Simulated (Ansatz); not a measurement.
```xyz
9

C     2.1488    0.0341    1.3219
C     1.2611   -0.2042    0.5408
Si   -0.1082   -0.5173   -0.6109
C    -1.5563    0.7251   -0.2972
O    -1.5423    1.5848    0.5476
H     2.9345    0.2436    2.0119
H     0.3306   -0.3489   -2.0211
H    -0.6493   -1.8908   -0.4370
H    -2.4530    0.6176   -0.9557
```

All numbers below come from RKS PBE0-D4/def2-mTZVP in Ansatz.

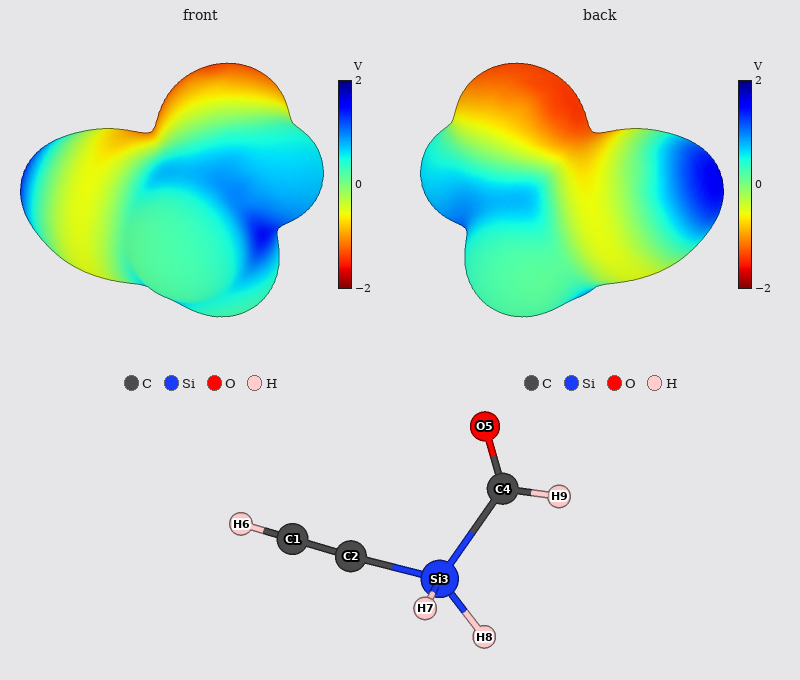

C3H4OSi. The electrostatic potential painted on the density surface at 0.001 e/bohr³, seen from the front and from behind; red is negative and blue positive. The bare structure is drawn below in the same view.

**Where is the surface potential most negative and most positive?**

The most negative region (about −1.4 V, or −32 kcal/mol for a unit charge) lies over O5, the most positive (about +1.5 V, or +35 kcal/mol for a unit charge) over H6. O5 is the likeliest acceptor of a hydrogen bond.
